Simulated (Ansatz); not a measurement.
# Tl2PtC2 (built on the sites of a database entry of Na2PdC2): phonons and vibrational spectra, part 2 of 2

Aim: the phonons of Tl2PtC2 (built on the sites of a database entry of Na2PdC2) at a cell relaxed beforehand at this level. After the zone centre comes a 2×2×2 q mesh on a 10×10×6 k mesh.

Ansatz 0.2.0; DFT PBEsol, scalar-relativistic, plane waves, PAW.

So far. Step 2 (Linear response at the zone centre): Before it was imposed, the acoustic sum rule was missed by 4.7e-5 eV/Å². Small misses are needed for a sound result but don't prove that mesh and cutoff are converged. The lowest optical mode is real, 11.5 cm⁻¹.

The structure was built from a prototype and need not be the compound's stable phase.

### Step 3. Phonons on a q mesh

Stability and thermal properties need the whole zone. Linear response on a 2×2×2 q mesh gives force constants as far as a supercell of that size would.

Input file input.yaml:

```yaml
crystal:
  lattice:
    - [4.9068469888, -3.3938e-06, 0.0]
    - [-2.4534205553, 4.2494558416, 0.0]
    - [0.0, 0.0, 5.2095241648]
  atoms:
    - { symbol: Tl, position: [0.3333333333, 0.6666666667, 0.7966088505] }
    - { symbol: Tl, position: [0.6666666667, 0.3333333333, 0.2033911495] }
    - { symbol: Pt, position: [0.0, 0.0, 0.0] }
    - { symbol: C, position: [0.0, 0.0, 0.6218403294] }
    - { symbol: C, position: [0.0, 0.0, 0.3781596706] }
kpoints:
  mp_grid: { grid: [10, 10, 6] }
hamiltonian:
  xc: pbesol
scf:
  occupations: { method: methfessel_paxton, width: 0.15 }
output:
  eigenvalues: true
phonons:
  method: dfpt
  qmesh: [2, 2, 2]
  temperatures: { t_max: 1000, t_step: 50 }
  qpath:
    path:
      - [[0.0, 0.0, 0.0], [0.5, 0.0, 0.0], [0.33333333, 0.33333333, 0.0], [0.0, 0.0, 0.0], [0.0, 0.0, 0.5], [0.5, 0.0, 0.5], [0.33333333, 0.33333333, 0.5], [0.0, 0.0, 0.5]]
      - [[0.5, 0.0, 0.5], [0.5, 0.0, 0.0]]
      - [[0.33333333, 0.33333333, 0.5], [0.33333333, 0.33333333, 0.0]]
    npoints: 10
```

Command:

```
ansatz run input.yaml --threads 8 --pin off --max-ram 14336MiB --backend cpu --events-out ev --progress --plain --runs-dir out
```

Numbers of over 12 decimals in the logs are rounded to 6 here.

The program printed:

```text
Warning: phonons: the dynamical matrix that this run interpolates holds no multipole term above the dipole-dipole one, and a site of this crystal is no centre of inversion, so its interpolated transverse optical and acoustic branches and sound speeds can stay off near Gamma, and the density of states and the thermodynamics with them. What a run solves at a wave vector of phonons.qpoints, Gamma apart, where the deck admits one, is free of this, and under fd what a larger phonons.supercell samples
[...]
Crystal: 5 atoms, lattice volume = 108.626 Å³
Basis set: ecut = 420 eV, 2123 PW (Γ), exchange–correlation on 72×72×72 points (8 copies of the dense FFT grid, shifted against one another)
Bands: 32, of which v1, the nominal top of the filled ones, is band 26 counted from 1 (25 counted from 0)
Symmetry: 12 space group operations
k-points: 72 of 600
[...]
SCF iter   1: F=—  HF=-35466.010153 eV  |F-HF|=—  |Δ(HF+E_count)|=         —  Δρ=4.17e-3  dr2=1.72e-2  ethr=1.77e-3  ⟨swp⟩=5.7  Hψ=9111  notcnv=0
[...]
SCF iter  10: F=-35466.009536 eV  HF=-35466.009536 eV  |F-HF|=1.46e-11  |Δ(HF+E_count)|=  3.71e-10  S|Δr|=    0.00e0  Δρ=7.22e-8  dr2=6.47e-12  ethr=1.00e-12  ⟨swp⟩=8.5  Hψ=13352  notcnv=0
SCF 1 converged in 10 iterations: F = -35466.009536 eV  dr2 = 6.47e-12
[...]
iter 1 solved again at ethr=5.45e-8 eV; its pass at ethr=3.10e-3 eV (dr2=2.84e-5 eV) is discarded
SCF iter   1: F=—  HF=-35466.009536 eV  |F-HF|=—  |Δ(HF+E_count)|=         —  Δρ=4.95e-7  dr2=1.36e-10  ethr=5.45e-8  ⟨swp⟩=4.0  Hψ=15742  notcnv=0
eigensolver tolerance schedule: the retry pair's looser diagonalisation over-reported the residual by 209165.29 of it (diagonalisation noise at an unbounded share of the residual, at the tolerance the schedule requests for it); recorded, not acted on — ethr = c·dr2/N_el stays at c = 1.0e-1
[...]
SCF iter   2: F=—  HF=-35466.009536 eV  |F-HF|=—  |Δ(HF+E_count)|=   6.93e-7  S|Δr|=    0.00e0  Δρ=2.65e-7  dr2=5.11e-11  ethr=1.00e-12  ⟨swp⟩=4.0  Hψ=7063  notcnv=0
[...]
SCF iter   4: F=-35466.009536 eV  HF=-35466.009536 eV  |F-HF|=1.46e-11  |Δ(HF+E_count)|=    0.00e0  S|Δr|=    0.00e0  Δρ=8.34e-8  dr2=4.48e-12  ethr=1.00e-12  ⟨swp⟩=2.8  Hψ=5238  notcnv=0
SCF 2 converged in 4 iterations: F = -35466.009536 eV  dr2 = 4.48e-12
phonons: the bands overlap, so this run is a metal and interpolates without the dipole-dipole term. If the crystal is really an insulator or semiconductor, its LO-TO splitting is missing
NSCF: frozen V_eff on 72 k-points
[...]
DFPT response loops at q = (0, 0, 0) (fractional): preconditioner auto → Kerker (q_TF=auto, 2.413 Å⁻¹) (partly filled bands, converged f_vac=0.071); β = 1.00, the filter's whole step (`scf.mixing.beta` (0.50) is not read by the response loops under this deck's `scf.mixing.preconditioner`; to damp them name `kerker` or `kerker_dos`, under which they read `scf.mixing.beta`, and type it under 1.00, their step now; both keys bind the ground state too); Broyden in place of MSR1
[...]
SCF converged after 10 iterations
[...]
Free energy (F): -35466.009536 eV
[...]
Internal energy: -35466.010437 eV  (E = F + TS)
E sigma→0 (E₀):  -35466.009761 eV
Entropy (-TS):   0.000902 eV (0.180 meV/atom)
Fermi energy:    8.917419 eV
[...]
--- Band table (eV; the first three rows and the last of 72) ---
  k-point 0: bands = [... 22 lower, 5.9323, 5.9323, 6.2152, 8.2675, 11.5861, 12.0655, 12.0655, 13.0281, ... 2 higher]
  k-point 1: bands = [... 22 lower, 6.1671, 6.4737, 6.4737, 8.5947, 11.3908, 11.7896, 11.7896, 12.8310, ... 2 higher]
  k-point 2: bands = [... 22 lower, 6.4734, 7.5097, 7.5097, 9.1803, 10.8630, 10.8630, 11.1155, 12.8118, ... 2 higher]
  k-point 71: bands = [... 22 lower, 6.5423, 6.7729, 7.7469, 7.8402, 9.6077, 9.7447, 12.5368, 12.5547, ... 2 higher]
--- Phonons (Γ-DFPT): 6 representative perturbations + reference (Σ response iterations 20) ---
  ASR residual: 4.149e-5 → 0.000e0 eV/Å²; symmetrization residual: 4.882e-6 eV/Å²
  ASR residual per site (eV/Å²): 3.46e-5 3.46e-5 4.15e-5 1.12e-5 1.12e-5
[...]
--- Phonons (arbitrary-q DFPT): 4 irreducible q on the 2×2×2 mesh ---
  q = [0.0000, 0.0000, 0.0000] (star 1, of the zone-centre solve; hermiticity 1.02e-7, symmetrization 3.07e-8): -0.00 -0.00 0.00 11.46 46.14 66.34 66.34 86.45 86.45 244.01 244.01 385.94 385.94 575.39 1816.54
  q = [0.0000, 0.0000, -0.5000] (star 1, 6 solved perturbations in 1128 linear systems a pass and spin channel, the states on 304 of 600 k-point pairs; hermiticity 1.57e-5, symmetrization 7.65e-6): 18.06 18.06 20.11 42.59 55.31 55.31 86.29 86.29 147.30 147.30 187.90 463.42 463.42 681.88 1809.30
[...]
sum rule: each row above includes the acoustic sum rule's correction from the zone centre's row sums; it moved no ω² by more than (0.50 cm⁻¹)²
  mesh force constants: q→R imaginary residual 1.92e-18; ASR residual 4.149e-5 → 0.000e0 eV/Å²; symmetrization residual 2.132e-14 eV/Å²
  interpolated dispersion: 93 rows × 15 modes
  density of states and harmonic sums: on the 16×16×12 q-mesh, interpolated from the force constants of a 2×2×2 supercell (no non-analytic term)
  largest difference from the sums on the solved wave vectors: F 7.54e-2 eV, S 7.67e-5 and C_V 1.83e-5 eV/K
  zero-point energy: 0.258041 eV/cell   skipped modes (ω ≤ 0): 226, of them read as no rigid motion or as one in doubt: 223 (7.633e-1 modes/cell left out, lowest -19.32 cm⁻¹)   left out of the sums: 5.10e-2 of the cell's modes: C_V's classical limit lies that fraction below 3 k_B per atom; for a crystal, a wire or a layer, F and S can be off by more, and a phonons.interpolated_qmesh denser along its periods is the remedy for the sampling
```

Run time: 5 min. Hardware: 8 threads of Arm Neoverse V2, shared host; peak memory 2.6 GiB.

This step gave:

```yaml
sum_rule_residual_before_enforcement: 4.15e-5 eV/Å²
lowest_frequency_on_the_path: -19.45 cm⁻¹
highest_frequency_on_the_path_or_at_a_solved_wavevector: 1817 cm⁻¹
lowest_mode_on_the_q_mesh_acoustic_modes_at_gamma_apart: -16.84 cm⁻¹
```

Frequencies (cm⁻¹) solved at each irreducible wavevector; negative means imaginary. Frequencies by wavevector, by row:

| q in reciprocal lattice units | star | mode 1 | mode 2 | mode 3 | mode 4 | mode 13 | mode 14 | mode 15 |
| --- | --- | --- | --- | --- | --- | --- | --- | --- |
| 0 0 0 | 1 | 0 | 0 | 0 | 11.5 | 385.9 | 575.4 | 1816 |
| 0 0 -0.5 | 1 | 18.1 | 18.1 | 20.1 | 42.6 | 463.4 | 681.9 | 1809 |
| 0 -0.5 0 | 3 | -16.8 | 11.9 | 16.7 | 20.9 | 386.2 | 572.9 | 1811 |
| 0 -0.5 -0.5 | 3 | 8.1 | 19.8 | 32.6 | 40.4 | 466 | 681.1 | 1806 |

Interpolated from a 2×2×2 q mesh. The phonon branches at the labelled points (cm⁻¹):

| point | branch 1 | branch 2 | branch 3 | branch 4 | branch 12 | branch 13 | branch 14 | branch 15 |
| --- | --- | --- | --- | --- | --- | --- | --- | --- |
| Γ | 0 | 0 | 0 | 12 | 386 | 386 | 575 | 1816 |
| M | -17 | 12 | 17 | 21 | 378 | 386 | 573 | 1811 |
| K | -16 | 8 | 8 | 46 | 382 | 382 | 572 | 1810 |
| Γ | 0 | 0 | 0 | 12 | 386 | 386 | 575 | 1816 |
| A | 18 | 18 | 20 | 43 | 463 | 463 | 682 | 1809 |
| L | 8 | 20 | 33 | 40 | 461 | 466 | 681 | 1806 |
| H | 11 | 11 | 42 | 42 | 464 | 464 | 681 | 1805 |
| A | 18 | 18 | 20 | 43 | 463 | 463 | 682 | 1809 |
| jump to L | 8 | 20 | 33 | 40 | 461 | 466 | 681 | 1806 |
| M | -17 | 12 | 17 | 21 | 378 | 386 | 573 | 1811 |
| jump to H | 11 | 11 | 42 | 42 | 464 | 464 | 681 | 1805 |
| K | -16 | 8 | 8 | 46 | 382 | 382 | 572 | 1810 |

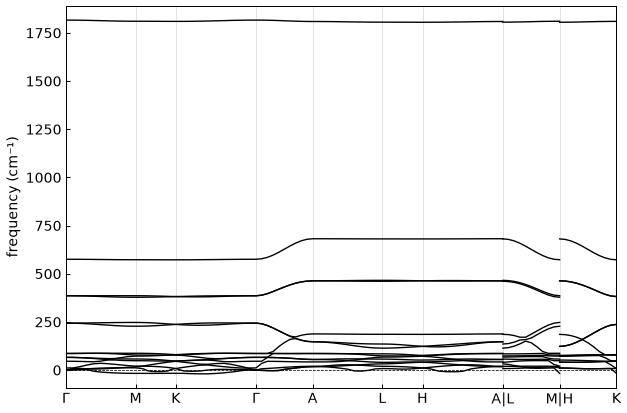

Phonon branches along the path.

The phonon density of states has structure finer than the step of the table below, so its rows give means over 100 cm⁻¹, whole bins alone (the curve runs from -30 to 1830 cm⁻¹). Peaks (cm⁻¹: height): 50.0: 0.116, 90.0: 0.0818, 150.0: 0.0253, 450.0: 0.0277, 1810.0: 0.05.

Tetrahedra on a 16×16×12 mesh, mean over bins of 20 cm-1. Interpolated from a 2×2×2 q mesh. Phonon density of states against wavenumber; means over each step:

| wavenumber (cm⁻¹) | phonon density of states (1/cm⁻¹/cell) |
| --- | --- |
| 100 | 0.0482 |
| 200 | 0.0189 |
| 300 | 4.4e-4 |
| 400 | 0.0145 |
| 500 | 0.00551 |
| 600 | 0.00649 |
| 700 | 0.00351 |
| 800 | 0 |

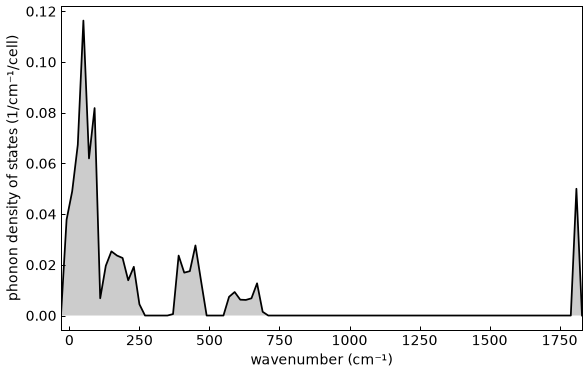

Phonon density of states against wavenumber.

The partial phonon density of states has structure finer than the step of the table below, so its rows give means over 100 cm⁻¹, whole bins alone (the curve runs from -29.5 to 1881 cm⁻¹). Peaks (cm⁻¹: height): C 150.8: 0.0161, 451.2: 0.0237, 667.4: 0.00889, 1808.9: 0.0288; Pt 78.7: 0.0295, 174.8: 0.0111; Tl 54.6: 0.0703.

Phonopy on the run's constants, 13x13x11 mesh, Gaussian sigma 13.6 cm-1. Interpolated from a 2×2×2 q mesh. Table of partial phonon density of states by wavenumber; means over each step; values in 1/cm⁻¹/cell:

| wavenumber (cm⁻¹) | C | Pt | Tl |
| --- | --- | --- | --- |
| 100 | 0.00615 | 0.0158 | 0.0271 |
| 200 | 0.0127 | 0.00537 | 2.0e-4 |
| 300 | 8.0e-4 | 7.1e-5 | 8.9e-7 |
| 400 | 0.0141 | 1.3e-4 | 7.7e-6 |
| 500 | 0.00569 | 1.0e-4 | 1.9e-6 |
| 600 | 0.00598 | 4.3e-4 | 0 |
| 700 | 0.00346 | 2.7e-5 | 0 |
| 800 | 0 | 0 | 0 |
| 900 | 0 | 0 | 0 |
| 1000 | 0 | 0 | 0 |
| 1100 | 0 | 0 | 0 |
| 1200 | 0 | 0 | 0 |
| 1300 | 0 | 0 | 0 |
| 1400 | 0 | 0 | 0 |
| 1500 | 0 | 0 | 0 |
| 1600 | 0 | 0 | 0 |
| 1700 | 3.3e-7 | 0 | 0 |
| 1800 | 0.00996 | 3.6e-6 | 0 |

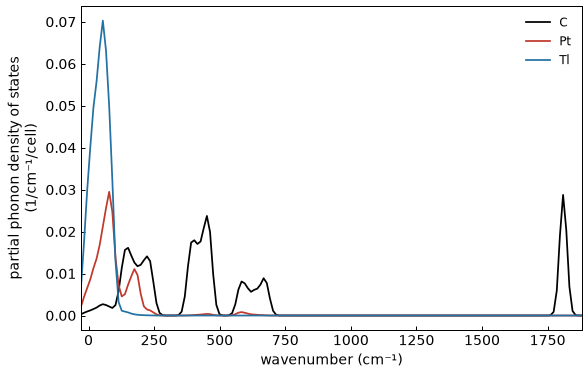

Partial phonon density of states, plotted against wavenumber.

Symmetry leaves 4 wavevectors to solve. The lowest mode among them, the acoustic zeros apart, lies at q = (0, -0.5, 0) and is imaginary, 16.8i cm⁻¹, so the energy falls along it.

### Step 4. Isotope substitution, element C, natural mass 12.011 amu

An isotope changes the mass and not the force constants, so no new electronic calculation is needed; the shifts show which modes move this element.

The same force constants with the mass of C changed from 12.011 to 13.003 u (phonopy, no LO-TO term). Both lists are sorted by frequency; levels can cross, so a row need not hold one and the same mode. Modes under 3 cm⁻¹ are left out. Isotope shifts, by row, the first 40 of 57 rows:

| q | rank | natural mass (cm⁻¹) | changed mass (cm⁻¹) |
| --- | --- | --- | --- |
| 0 0 0 | 4 | 11.46 | 11.42 |
| 0 0 0 | 5 | 46.14 | 46.14 |
| 0 0 0 | 6 | 66.34 | 66.34 |
| 0 0 0 | 7 | 66.34 | 66.34 |
| 0 0 0 | 8 | 86.45 | 86.32 |
| 0 0 0 | 9 | 86.45 | 86.32 |
| 0 0 0 | 10 | 244 | 235.2 |
| 0 0 0 | 11 | 244 | 235.2 |
| 0 0 0 | 12 | 385.9 | 370.9 |
| 0 0 0 | 13 | 385.9 | 370.9 |
| 0 0 0 | 14 | 575.4 | 555.5 |
| 0 0 0 | 15 | 1817 | 1746 |
| 0 0 -0.5 | 1 | 18.06 | 18.05 |
| 0 0 -0.5 | 2 | 18.06 | 18.05 |
| 0 0 -0.5 | 3 | 20.11 | 20.11 |
| 0 0 -0.5 | 4 | 42.59 | 42.59 |
| 0 0 -0.5 | 5 | 55.31 | 55.14 |
| 0 0 -0.5 | 6 | 55.31 | 55.14 |
| 0 0 -0.5 | 7 | 86.29 | 86.26 |
| 0 0 -0.5 | 8 | 86.29 | 86.26 |
| 0 0 -0.5 | 9 | 147.3 | 142 |
| 0 0 -0.5 | 10 | 147.3 | 142 |
| 0 0 -0.5 | 11 | 187.9 | 187.9 |
| 0 0 -0.5 | 12 | 463.4 | 445.7 |
| 0 0 -0.5 | 13 | 463.4 | 445.7 |
| 0 0 -0.5 | 14 | 681.9 | 655.3 |
| 0 0 -0.5 | 15 | 1809 | 1739 |
| 0 -0.5 0 | 1 | -16.84 | -16.77 |
| 0 -0.5 0 | 2 | 11.87 | 11.83 |
| 0 -0.5 0 | 3 | 16.72 | 16.72 |
| 0 -0.5 0 | 4 | 20.92 | 20.92 |
| 0 -0.5 0 | 5 | 48.95 | 48.95 |
| 0 -0.5 0 | 6 | 57.66 | 57.62 |
| 0 -0.5 0 | 7 | 72.78 | 72.57 |
| 0 -0.5 0 | 8 | 78.35 | 78.35 |
| 0 -0.5 0 | 9 | 87.52 | 87.42 |
| 0 -0.5 0 | 10 | 227.8 | 220 |
| 0 -0.5 0 | 11 | 247.5 | 238.7 |
| 0 -0.5 0 | 12 | 378.2 | 363.5 |
| 0 -0.5 0 | 13 | 386.2 | 371.2 |

A mode of this element alone would shift by -3.89 %. The highest zone-centre frequency without the field goes from 1816.5 to 1745.8 cm⁻¹ (-3.9 %).

### Step 5. Isotope substitution, element Tl, natural mass 204.38 amu

The same for Tl, from 204.38 to 202.97 u.

A mode of this element alone would shift by +0.35 %. The highest zone-centre frequency without the field goes from 1816.5 to 1816.5 cm⁻¹ (+0.0 %).

### Step 6. What came out

```yaml
space_group_within_0p01_a: P-3m1
volume_per_atom: 21.7 Å³
electronic_character: no gap on this mesh
highest_optical_mode_at_the_zone_centre_no_lo_to_term: 1817 cm⁻¹
lowest_optical_zone_centre_mode: 11.5 cm⁻¹
lowest_mode_on_the_q_mesh_acoustic_modes_at_gamma_apart: -16.8 cm⁻¹
highest_frequency_on_the_path_or_at_a_solved_wavevector: 1817 cm⁻¹
imaginary_modes_on_the_2x2x2_q_mesh: yes
```

Modes are clearly imaginary (beyond 10i cm⁻¹) at 1 of the 4 irreducible wavevectors, most at q = (0, -0.5, 0) (16.8i cm⁻¹), so this structure is not a minimum of the energy. The optical modes at Γ span 11 to 1817 cm⁻¹. The highest mode in this list at Γ, 1816.5 cm⁻¹, is mostly motion of C (100 % of the kinetic energy). With no gap, or one that is small against the smearing, the frequencies hang on the k mesh and the smearing, most of all near Kohn anomalies. An optical mode within 15 cm⁻¹ of zero is at the mercy of small errors in the force constants, and even its sign is uncertain. Spin-orbit coupling is left out, which can matter for the heavy elements here. The starting cell was built on a prototype and not taken from a measurement, so the phase need not exist. These are harmonic frequencies at zero temperature: anharmonic shifts, linewidths and thermal expansion are left out.

[Logs are printed without paths, hosts, clocks, repeated set-up lines and the standing remarks that a program may print on its own settings, such as how far it seeks lower states.]

[Hosts, paths, dates, database ids (printed as entryN), source tags and the programs' standing remarks are cut or masked in the printed files.]
